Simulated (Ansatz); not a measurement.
# H2OSSi (SMILES O1[SiH2]S1): single points off equilibrium

Aim: energy, forces and dipole at a structure displaced at random from a GFN2-xTB minimum, from CCSD(T) and from density functionals.

Computed with Ansatz 0.2.0, Gaussian basis. Level: single points in def2-TZVPP.

Correlated methods freeze the cores.

## 1. The system as given

5 atoms, charge 0, spin multiplicity 1.

Atoms are counted from 1 here; the program's logs count them from 0.

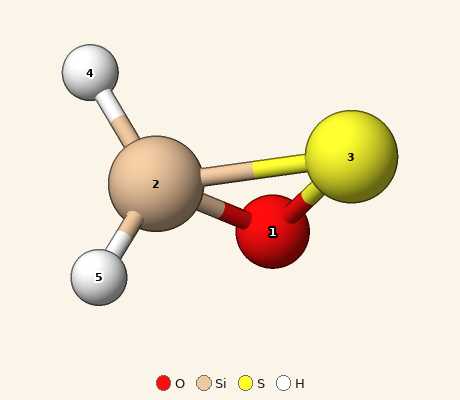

As it starts; oxygen red, silicon light orange, sulfur yellow, hydrogen white; atoms are numbered from 1 in the order of the file.

Geometry (Å):

```
O    -0.0018   -0.3034    1.2972
Si   -0.2267    0.2223   -0.2345
S     1.2430   -1.1388    0.4140
H    -1.3347   -0.3799   -0.9274
H     0.2278    1.5052   -0.4977
```

## 2. CCSD(T)/def2-TZVPP

run/in.yaml reads:

```yaml
crystal:
  periodic: [false, false, false]
  atoms:
    - {symbol: O, position_ang: [-0.001800, -0.303400, 1.297200]}
    - {symbol: Si, position_ang: [-0.226700, 0.222300, -0.234500]}
    - {symbol: S, position_ang: [1.243000, -1.138800, 0.414000]}
    - {symbol: H, position_ang: [-1.334700, -0.379900, -0.927400]}
    - {symbol: H, position_ang: [0.227800, 1.505200, -0.497700]}
basis:
  gaussian: {orbitals: def2-TZVPP}
correlation: {method: ccsd_t}
output: {forces: true}
```

The command line of these runs was not kept.

## 3. PBE0-D4/def2-TZVPP

run/in.yaml, as its differences from that of step 2:

```diff
@@ -10,3 +10,3 @@
   gaussian: {orbitals: def2-TZVPP}
-correlation: {method: ccsd_t}
-output: {forces: true}
+hamiltonian: {xc: pbe0, dispersion: d4}
+output: {forces: true, orbitals: {seedname: orbitals}}
```

## 4. wB97M-V/def2-TZVPP

run/in.yaml, as its differences from that of step 3:

```diff
@@ -10,3 +10,3 @@
   gaussian: {orbitals: def2-TZVPP}
-hamiltonian: {xc: pbe0, dispersion: d4}
-output: {forces: true, orbitals: {seedname: orbitals}}
+hamiltonian: {xc: {name: wB97M-V}}
+output: {forces: true}
```

## 5. r2SCAN-D4/def2-TZVPP

run/in.yaml, as its differences from that of step 4:

```diff
@@ -10,3 +10,3 @@
   gaussian: {orbitals: def2-TZVPP}
-hamiltonian: {xc: {name: wB97M-V}}
+hamiltonian: {xc: r2scan, dispersion: d4}
 output: {forces: true}
```

## 6. PBE-D4/def2-TZVPP

run/in.yaml, as its differences from that of step 5:

```diff
@@ -10,3 +10,3 @@
   gaussian: {orbitals: def2-TZVPP}
-hamiltonian: {xc: r2scan, dispersion: d4}
+hamiltonian: {xc: pbe, dispersion: d4}
 output: {forces: true}
```

## 7. BLYP-D4/def2-TZVPP

run/in.yaml, as its differences from that of step 6:

```diff
@@ -10,3 +10,3 @@
   gaussian: {orbitals: def2-TZVPP}
-hamiltonian: {xc: pbe, dispersion: d4}
+hamiltonian: {xc: {name: BLYP}, dispersion: d4}
 output: {forces: true}
```

## 8. HSE06-D4/def2-TZVPP

run/in.yaml, as its differences from that of step 7:

```diff
@@ -10,3 +10,3 @@
   gaussian: {orbitals: def2-TZVPP}
-hamiltonian: {xc: {name: BLYP}, dispersion: d4}
+hamiltonian: {xc: hse06, dispersion: d4}
 output: {forces: true}
```

(Steps that only read results are left out.)

What does the calculation give? Wanted: energy less free atoms, CCSD(T)/def2-TZVPP; RMS force component; RMS force error; HOMO and LUMO, PBE0-D4; T1 diagnostic.

**Answer**, as computed:

```
                                  quantity                                                                                            value
energy less free atoms, CCSD(T)/def2-TZVPP                                                                                   -1436.9 kJ/mol
                       RMS force component                                                             0.857 to 1.038 eV/Å over the methods
                           RMS force error  PBE0-D4 0.245, wB97M-V 0.191, r2SCAN-D4 0.110, PBE-D4 0.189, BLYP-D4 0.295, HSE06-D4 0.240 eV/Å
                    HOMO and LUMO, PBE0-D4                                                                               -6.44 and -1.35 eV
                             T1 diagnostic                                                                                            0.016
```

Against CCSD(T) the functionals' energies less atoms differ by -94.7 to -41.8 kJ/mol, PBE-D4 by -94.7 kJ/mol. CCSD(T) in triple zeta still lacks some correlation energy of the bonds, so part of these gaps is its own basis error and they don't rank the functionals. On forces the order runs from r2SCAN-D4 to BLYP-D4. Frozen-core CCSD(T) forces in triple zeta carry basis errors of their own, and this is one geometry, so small gaps rank nothing.
